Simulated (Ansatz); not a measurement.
# GePHF+ (quintet): from Hartree-Fock to the top rungs, cc-pVDZ

Aim: climb from Hartree-Fock through coupled cluster for GePHF+ (quintet) at one geometry and basis, and see what each rung misses.

The runs use Ansatz 0.2.0, Gaussian basis; cc-pVDZ, core rule «outside noble gas», up to 20 orbitals frozen.

The runs, in order: UHF; CCSD(T) on ROHF; CCSD(T) on UHF; BCCD(T) on ROHF; CISD as a restricted active space (open shells left free, so some higher excitations enter); CCSDT(Q) on ROHF; CCSDT(Q) on UHF.

5 further runs of the same task are left out: 5 set aside as unsound or not needed. Runs told in other sessions of the task aren't counted.

### Step 1. The geometry

The geometry is a PBE0/def2-TZVP stationary point (not a proven minimum) of the parent state, kept for this charge and spin. No spin-orbit coupling is included. The filled d shell of Ge may be among the frozen orbitals whatever the setting's name suggests.

4 atoms, charge 1, spin multiplicity 5.

Atoms are counted from 1 here; the program's logs count them from 0.

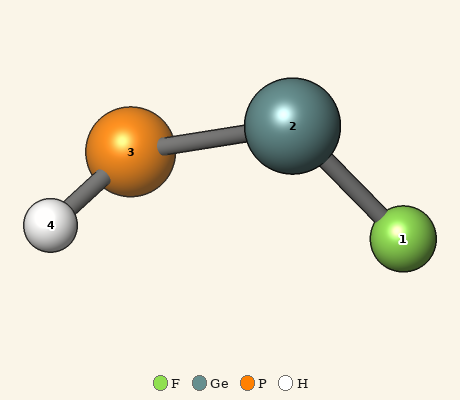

The geometry (fluorine green, germanium teal, phosphorus orange, hydrogen white); atoms are numbered from 1 in the order of the file.

In the tables R marks a restricted open-shell determinant and U an unrestricted one; energies count from the table's Hartree-Fock row.

### Step 2. UHF

The input, in.yaml:

```yaml
crystal:
  periodic: [false, false, false]
  atoms:
    - {symbol: F, position_ang: [0.022711, 1.080147, 1.412008]}
    - {symbol: Ge, position_ang: [0.011442, -0.399531, 0.456732]}
    - {symbol: P, position_ang: [-0.083579, 0.267677, -1.867263]}
    - {symbol: H, position_ang: [1.315683, 0.208221, -2.149646]}
basis:
  gaussian: {orbitals: cc-pVDZ}
total_charge: 1
magnetization: {spin_polarized: true, initial_magnetization: 4}
hamiltonian: {xc: hf}
output: {orbitals: {seedname: orbitals}}
```

Command:

```sh
ansatz run in.yaml --threads 1 --pin off --events-out ev --progress --plain --max-ram 2560MiB --backend cpu
```

Standard output:

```text
Functional definition: HF
  name "HF"
  cite "Fock, Z. Phys. 61, 126 (1930) doi:10.1007/BF01340294"
  parent pbe
  exchange = exact_x
  correlation = 0
698 factors; integrals over basis functions are off by at most 9.0e-4 eV
mean field evaluation 1: about -68447.9120 eV, gradient 3.9e1 eV
mean field evaluation 2: about -68447.9362 eV, gradient 4.0e1 eV
mean field evaluation 4: about -68455.1300 eV, gradient 4.5e0 eV
mean field evaluation 8: about -68455.6328 eV, gradient 3.9e-1 eV
mean field evaluation 16: about -68455.6486 eV, gradient 2.2e-5 eV
mean field evaluation 32: about -68450.4492 eV, gradient 3.0e0 eV
mean field evaluation 64: about -68451.6331 eV, gradient 3.4e0 eV
mean field evaluation 96: about -68455.5260 eV, gradient 1.1e0 eV
mean field -68455.64856222 eV, -2515.6986837563 hartree, gradient 2.2e-5 eV, S^2 6.014766; 1 other end points of the search recorded, 0 dependent functions left out
reference -68455.64856222 eV, -2515.6986837563 hartree; 30, 26 occupied and 34, 38 virtual orbitals, 698 factors
Total energy: -68455.64856222 eV, -2515.6986837563 hartree
```

Wall time 3.4 s (1 thread of AMD EPYC 7R13, shared host).

From the report: ⟨S²⟩ of the determinant 6.015 (pure quintet: 6.00).

### Step 3. CCSD(T) on ROHF

Edit in.yaml of step 2 so:

```diff
@@ -10,4 +10,3 @@
 total_charge: 1
-magnetization: {spin_polarized: true, initial_magnetization: 4}
-hamiltonian: {xc: hf}
-output: {orbitals: {seedname: orbitals}}
+magnetization: {spin_polarized: false, initial_magnetization: 4}
+correlation: {method: ccsd_t, electrons: outside_noble_gas}
```

The command is unchanged.

Standard output, cut to the lines that bear on the results:

```text
Functional definition: HF
  name "HF"
  cite "Fock, Z. Phys. 61, 126 (1930) doi:10.1007/BF01340294"
  parent pbe
[...]
698 factors; integrals over basis functions are off by at most 9.0e-4 eV
[...]
mean field -68455.50413032 eV, -2515.6933759821 hartree, gradient 3.3e-6 eV, S^2 6.000000; 7 other end points of the search recorded, 0 dependent functions left out
[...]
determinant -68455.50413032 eV, -2515.6933759821 hartree, with singles and doubles -68464.95268979 eV, -2516.0406041379 hartree
determinant -68452.82743526 eV, -2515.5950092529 hartree, with singles and doubles -68462.84073270 eV, -2515.9629911467 hartree
determinant -68452.30801520 eV, -2515.5759209179 hartree, with singles and doubles -68461.88094835 eV, -2515.9277197224 hartree
20 core orbitals not correlated: weight in the atoms' cores, before any rotation towards them, 0.975 or more for the frozen orbitals, at most 0.027 for the correlated occupied ones
reference -68455.50413032 eV, -2515.6933759821 hartree; 10, 6 occupied and 34, 38 virtual orbitals, 698 factors
second order -8.62968899 eV of doubles, -0.07859925 eV of singles
cycle   1  -9.45038437 eV  change   -1.8e-3 eV  update   3.0e-3
[...]
cycle  11  -9.45288572 eV  change   -1.9e-5 eV  update   1.3e-5
perturbative correction -0.25280040 eV, -0.0092902434 hartree
Total energy: -68465.20981644 eV, -2516.0500533682 hartree
```

Wall time 16 s (1 thread of AMD EPYC 7R13, shared host).

From the report: correlation -9.7057 eV; T1 0.029; largest double amplitude 0.04.

### Step 4. CCSD(T) on UHF

Edit in.yaml of step 3 so:

```diff
@@ -10,3 +10,3 @@
 total_charge: 1
-magnetization: {spin_polarized: false, initial_magnetization: 4}
+magnetization: {spin_polarized: true, initial_magnetization: 4}
 correlation: {method: ccsd_t, electrons: outside_noble_gas}
```

The command is unchanged.

Standard output, cut to the lines that bear on the results:

```text
Functional definition: HF
  name "HF"
  cite "Fock, Z. Phys. 61, 126 (1930) doi:10.1007/BF01340294"
  parent pbe
[...]
698 factors; integrals over basis functions are off by at most 9.0e-4 eV
[...]
mean field -68455.64856222 eV, -2515.6986837563 hartree, gradient 1.9e-6 eV, S^2 6.014766; 7 other end points of the search recorded, 0 dependent functions left out
determinant -68455.64856222 eV, -2515.6986837563 hartree, with singles and doubles -68464.96922001 eV, -2516.0412116124 hartree
determinant -68453.06456040 eV, -2515.6037234410 hartree, with singles and doubles -68462.85539707 eV, -2515.9635300523 hartree
determinant -68452.43512393 eV, -2515.5805920776 hartree, with singles and doubles -68461.88858926 eV, -2515.9280005207 hartree
20 core orbitals not correlated: weight in the atoms' cores, before any rotation towards them, 0.971 or more for the frozen orbitals, at most 0.031 for the correlated occupied ones
reference -68455.64856222 eV, -2515.6986837563 hartree; 10, 6 occupied and 34, 38 virtual orbitals, 698 factors
second order -8.57377523 eV of doubles, -0.00000000 eV of singles
cycle   1  -9.32215438 eV  change   -1.5e-3 eV  update   2.6e-3
[...]
cycle  11  -9.32397568 eV  change   -1.6e-5 eV  update   1.1e-5
perturbative correction -0.24904135 eV, -0.0091521007 hartree
Total energy: -68465.22157924 eV, -2516.0504856432 hartree
```

It took 21 s on 1 thread of AMD EPYC 7R13, shared host.

From the report: ⟨S²⟩ of the determinant 6.015 (pure quintet: 6.00); correlation -9.5730 eV; T1 0.025; largest double amplitude 0.04.

### Step 5. BCCD(T) on ROHF

Edit in.yaml of step 4 so:

```diff
@@ -10,3 +10,3 @@
 total_charge: 1
-magnetization: {spin_polarized: true, initial_magnetization: 4}
-correlation: {method: ccsd_t, electrons: outside_noble_gas}
+magnetization: {spin_polarized: false, initial_magnetization: 4}
+correlation: {method: bccd_t, electrons: outside_noble_gas}
```

The command is unchanged.

Standard output, cut to the lines that bear on the results:

```text
Functional definition: HF
  name "HF"
  cite "Fock, Z. Phys. 61, 126 (1930) doi:10.1007/BF01340294"
  parent pbe
[...]
698 factors; integrals over basis functions are off by at most 9.0e-4 eV
[...]
mean field -68455.50413032 eV, -2515.6933759821 hartree, gradient 3.3e-6 eV, S^2 6.000000; 7 other end points of the search recorded, 0 dependent functions left out
[...]
determinant -68455.50413032 eV, -2515.6933759821 hartree, with singles and doubles -68464.95268979 eV, -2516.0406041379 hartree
determinant -68452.82743526 eV, -2515.5950092529 hartree, with singles and doubles -68462.84073270 eV, -2515.9629911467 hartree
determinant -68452.30801520 eV, -2515.5759209179 hartree, with singles and doubles -68461.88094835 eV, -2515.9277197224 hartree
20 core orbitals not correlated: weight in the atoms' cores, before any rotation towards them, 0.975 or more for the frozen orbitals, at most 0.027 for the correlated occupied ones
reference -68455.50413032 eV, -2515.6933759821 hartree; 10, 6 occupied and 34, 38 virtual orbitals, 698 factors
second order -8.62968899 eV of doubles, -0.07859925 eV of singles
cycle   1  -9.41374205 eV  change    3.5e-2 eV  update   1.9e-2
[...]
cycle  13  -9.41702381 eV  change    6.2e-6 eV  update   1.7e-5
perturbative correction -0.29278472 eV, -0.0107596400 hartree
Total energy: -68465.21393885 eV, -2516.0502048638 hartree
```

It took 19 s on 1 thread of AMD EPYC 7R13, shared host.

From the report: correlation -9.7098 eV; largest double amplitude 0.04.

### Step 6. CISD as a restricted active space (open shells left free, so some higher excitations enter)

Edit in.yaml of step 5 so:

```diff
@@ -11,2 +11,2 @@
 magnetization: {spin_polarized: false, initial_magnetization: 4}
-correlation: {method: bccd_t, electrons: outside_noble_gas}
+correlation: {active_space: {ras: {orbitals: [6, 4, 34], electrons: 16, max_holes: 2, max_particles: 2}, fixed_orbitals: true}}
```

Same command.

Standard output:

```text
Functional definition: HF
  name "HF"
  cite "Fock, Z. Phys. 61, 126 (1930) doi:10.1007/BF01340294"
  parent pbe
  exchange = exact_x
  correlation = 0
698 factors; integrals over basis functions are off by at most 9.0e-4 eV
mean field evaluation 1: about -68447.1090 eV, gradient 5.6e1 eV
mean field evaluation 2: about -68447.1299 eV, gradient 5.6e1 eV
mean field evaluation 4: about -68451.1724 eV, gradient 3.7e1 eV
mean field evaluation 8: about -68455.4977 eV, gradient 4.0e-1 eV
mean field evaluation 16: about -68455.5041 eV, gradient 3.3e-6 eV
mean field evaluation 32: about -68453.5044 eV, gradient 2.9e0 eV
mean field evaluation 64: about -68448.6904 eV, gradient 1.2e1 eV
mean field evaluation 96: about -68455.5034 eV, gradient 3.0e-1 eV
mean field -68455.50413032 eV, -2515.6933759821 hartree, gradient 3.3e-6 eV, S^2 6.000000; 5 other end points of the search recorded, 0 dependent functions left out
reference -68455.50413032 eV, -2515.6933759821 hartree; 30, 26 occupied and 34, 38 virtual orbitals, 698 factors
state -68464.06212721 eV, -2516.0078765670 hartree
Total energy: -68464.06212721 eV, -2516.0078765670 hartree
```

Run time: 45 s. Hardware: 1 thread of AMD EPYC 7R13, shared host; peak memory 0.29 GiB.

From the report: 1,110,419 determinants.

### Step 7. CCSDT(Q) on ROHF

Edit in.yaml of step 6 so:

```diff
@@ -11,2 +11,2 @@
 magnetization: {spin_polarized: false, initial_magnetization: 4}
-correlation: {active_space: {ras: {orbitals: [6, 4, 34], electrons: 16, max_holes: 2, max_particles: 2}, fixed_orbitals: true}}
+correlation: {method: ccsdt_q, electrons: outside_noble_gas}
```

Command:

```sh
ansatz run in.yaml --threads 2 --pin off --events-out ev --progress --plain --max-ram 15360MiB --backend cuda --devices 0, --max-vram 18GiB
```

Standard output, cut to the lines that bear on the results:

```text
Functional definition: HF
  name "HF"
  cite "Fock, Z. Phys. 61, 126 (1930) doi:10.1007/BF01340294"
  parent pbe
[...]
1229 factors; integrals over basis functions are off by at most 1.5e-7 eV
[...]
mean field -68455.50441364 eV, -2515.6933863938 hartree, gradient 1.8e-6 eV, S^2 6.000000; 7 other end points of the search recorded, 0 dependent functions left out
[...]
determinant -68455.50441364 eV, -2515.6933863938 hartree, with singles and doubles -68464.95297180 eV, -2516.0406145016 hartree
determinant -68452.82773126 eV, -2515.5950201308 hartree, with singles and doubles -68462.84099195 eV, -2515.9630006737 hartree
determinant -68452.30829701 eV, -2515.5759312742 hartree, with singles and doubles -68461.88116808 eV, -2515.9277277972 hartree
20 core orbitals not correlated: weight in the atoms' cores, before any rotation towards them, 0.975 or more for the frozen orbitals, at most 0.027 for the correlated occupied ones
reference -68455.50441364 eV, -2515.6933863938 hartree; 10, 6 occupied and 34, 38 virtual orbitals, 1229 factors
second order -8.62970967 eV of doubles, -0.07859880 eV of singles
cycle   1  -9.00609347 eV  change   -3.0e-1 eV  update   1.1e-1
[...]
cycle  26  -9.74841604 eV  change    3.3e-7 eV  update   1.8e-6
perturbative correction -0.02045307 eV, -0.0007516363 hartree
Total energy: -68465.27328275 eV, -2516.0523857119 hartree
```

It took 30 s on 1 × H100 (card shared with other runs) with 2 threads of AMD EPYC 7R13, shared host; peak host memory 0.93 GiB.

From the report: correlation -9.7689 eV; T1 0.031; largest double amplitude 0.05.

### Step 8. CCSDT(Q) on UHF

Edit in.yaml of step 7 so:

```diff
@@ -10,3 +10,3 @@
 total_charge: 1
-magnetization: {spin_polarized: false, initial_magnetization: 4}
+magnetization: {spin_polarized: true, initial_magnetization: 4}
 correlation: {method: ccsdt_q, electrons: outside_noble_gas}
```

Launched as before.

Standard output, cut to the lines that bear on the results:

```text
Functional definition: HF
  name "HF"
  cite "Fock, Z. Phys. 61, 126 (1930) doi:10.1007/BF01340294"
  parent pbe
[...]
1229 factors; integrals over basis functions are off by at most 1.5e-7 eV
[...]
mean field -68455.64884480 eV, -2515.6986941409 hartree, gradient 7.3e-6 eV, S^2 6.014766; 8 other end points of the search recorded, 0 dependent functions left out
determinant -68455.64884480 eV, -2515.6986941409 hartree, with singles and doubles -68464.96950263 eV, -2516.0412219986 hartree
determinant -68453.71200456 eV, -2515.6275165749 hartree, with singles and doubles -68462.48864887 eV, -2515.9500523043 hartree
determinant -68453.06485579 eV, -2515.6037342964 hartree, with singles and doubles -68462.85569374 eV, -2515.9635409547 hartree
determinant -68452.43540680 eV, -2515.5806024728 hartree, with singles and doubles -68461.88888425 eV, -2515.9280113613 hartree
20 core orbitals not correlated: weight in the atoms' cores, before any rotation towards them, 0.971 or more for the frozen orbitals, at most 0.031 for the correlated occupied ones
reference -68455.64884480 eV, -2515.6986941409 hartree; 10, 6 occupied and 34, 38 virtual orbitals, 1229 factors
second order -8.57379624 eV of doubles, -0.00000000 eV of singles
cycle   1  -8.88086550 eV  change   -3.1e-1 eV  update   1.1e-1
[...]
cycle  26  -9.61647989 eV  change    7.7e-7 eV  update   1.7e-6
perturbative correction -0.02724125 eV, -0.0010010974 hartree
Total energy: -68465.29256593 eV, -2516.0530943558 hartree
```

Run time: 21 s. Hardware: 1 × H100 (card shared with other runs) with 2 threads of AMD EPYC 7R13, shared host; peak host memory 0.89 GiB.

From the report: ⟨S²⟩ of the determinant 6.015 (pure quintet: 6.00); correlation -9.6437 eV; T1 0.027; largest double amplitude 0.05.

### Step 9. The ladder

The yardstick is UCCSDT(Q), where the cluster series has nearly closed. Rows without a time are mean-field rows or come out of runs for another level: lower rungs of the coupled-cluster runs, or the Hartree-Fock search.

Differences are taken before rounding.

```
   method  energy from the lowest ROHF (kcal/mol)  from UCCSDT(Q) (kcal/mol)        time
      ROHF                                   0.00                    +225.73            
      UHF                                  -3.33                    +222.40            
     RMP2                                -200.82                     +24.91            
     UMP2                                -201.05                     +24.68            
    RCCSD                                -217.99                      +7.74            
    UCCSD                                -218.35                      +7.38            
 RCCSD(T)                                -223.82                      +1.91        16 s
 UCCSD(T)                                -224.09                      +1.64        21 s
  BCCD(T)                                -223.91                      +1.81        19 s
   RCCSDT                                -224.81                      +0.92            
   UCCSDT                                -225.10                      +0.63            
RCCSDT(Q)                                -225.28                      +0.44  30 s (GPU)
UCCSDT(Q)                                -225.73                          0  21 s (GPU)
```

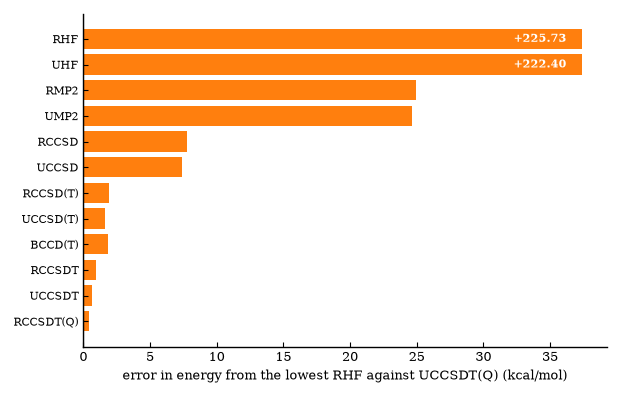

Error of each method against UCCSDT(Q). Bars with a number in them are cut short.

Some runs used a GPU and others CPU threads alone; cost is compared among the CPU runs only.

Not comparable, so not listed: CISD as a restricted active space (open shells left free, so some higher excitations enter) (they don't share determinant, frozen orbitals or solution with the rows shown, or repeat one).

### Step 10. Summary of results

```
                         quantity                      value
    UCCSDT(Q) from the ROHF energy                 -9.7884 eV
              RMP2 from UCCSDT(Q)            +24.91 kcal/mol
              UMP2 from UCCSDT(Q)            +24.68 kcal/mol
             RCCSD from UCCSDT(Q)             +7.74 kcal/mol
          RCCSD(T) from UCCSDT(Q)             +1.91 kcal/mol
          UCCSD(T) from UCCSDT(Q)             +1.64 kcal/mol
         RCCSDT(Q) from UCCSDT(Q)             +0.44 kcal/mol
levels within 1 kcal/mol (43 meV)  RCCSDT, UCCSDT, RCCSDT(Q)
                    T1 diagnostic                      0.029
```

What this shows: RCCSD(T) misses by +1.91 kcal/mol, 0.8 % of the correlation energy. These misses are within one basis, not against nature; the frozen cores of restricted and unrestricted runs differ, which can shift their rows.
